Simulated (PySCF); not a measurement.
**C2H5BrSi: excited-state calculation**

C2H5BrSi, SMILES C=C[SiH2]Br, computed with CIS/aug-cc-pVDZ, RHF (PySCF 2.14.0).

The geometry comes from this level: PBE0-D4/def2-TZVP.

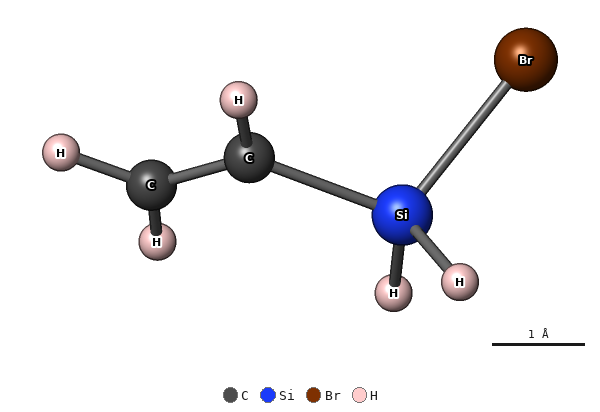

*The input geometry (ball-and-stick view, seen at a tilt).*

Bond lengths as drawn: Br–Si 2.23 Å, C–C 1.33 Å, C–H 1.09 Å, C–Si 1.85 Å and H–Si 1.48 Å.

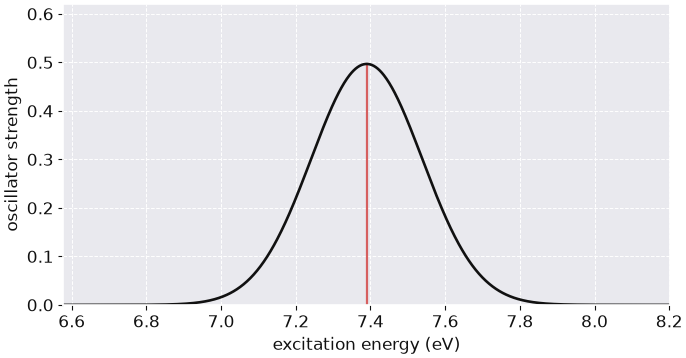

*Computed excitations as sticks (degenerate states added up, dark ones marked on the axis), with a Gaussian envelope of 0.35 eV full width at half maximum, scaled to the tallest.*

Of the 1 states the lowest lies at 7.39 eV (f = 0.497); the strongest line is at 7.39 eV, or 168 nm (f = 0.497).

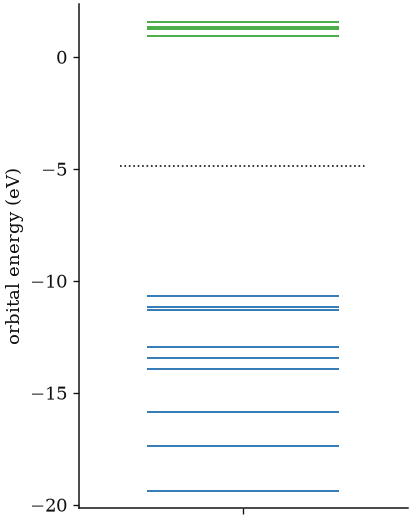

*Orbital energies near the frontier (SCF reference); the dotted line parts filled from empty levels, and levels within 0.02 eV of each other stand side by side.*

Highest filled −10.69 eV, lowest empty 0.93 eV, 11.62 eV apart.

These pictures come from the run below.

**The input (input.py)**
```python
from pyscf import gto, tdscf

mol = gto.Mole()
mol.atom = '''
C   -0.405800   1.503800  -0.203200
C    0.453600   0.497400  -0.339700
Si   0.141700  -1.157500   0.421400
Br  -0.025700  -2.710900  -1.167900
H   -1.333400   1.391900   0.351400
H   -0.224600   2.482300  -0.638800
H    1.365200   0.657100  -0.912000
H    1.255000  -1.586100   1.301400
H   -1.137400  -1.124500   1.170100
'''
mol.verbose = 3
mol.basis = 'aug-cc-pvdz'
mol.max_memory = 1860
mol.spin = 0
mol.build()

calc0 = mol.RHF()
calc0.conv_tol = 1e-10
calc0.kernel()
if not calc0.converged:
    calc0 = calc0.newton().run(calc0.mo_coeff, calc0.mo_occ)

e_tot = calc0.e_tot
print(f'total energy: {e_tot:.8f} hartree')

td = calc0.TDA()
td.nstates = 1
td.kernel()
td.analyze()
roots = td.e * 27.211386
osc = td.oscillator_strength()
print('state   eV      nm      f')
for i, (w, f) in enumerate(zip(roots, osc), 1):
    print('%3d %9.4f %8.1f %9.5f' % (i, w, 1239.842 / w, f))
```

Launched with:
```bash
OMP_NUM_THREADS=1 python input.py
```

**Output**
```
converged SCF energy = -2940.00401657303
total energy: -2940.00401657 hartree
Excitation energies (eV)
[7.38985598]

** Singlet excitation energies and oscillator strengths **
state   eV      nm      f
  1    7.3899    167.8   0.49679
```

**Key numbers**

```tsv
quantity	value
outcome	converged
total energy	−2940.004017 hartree
basis functions	154
HOMO of the SCF reference	−10.69 eV
LUMO of the SCF reference	0.93 eV
lowest excitation	7.39 eV
hardware	1 thread of Arm Neoverse V1, 24 GiB of memory available, shared host
wall time	1.8 min
peak memory	0.72 GiB
```
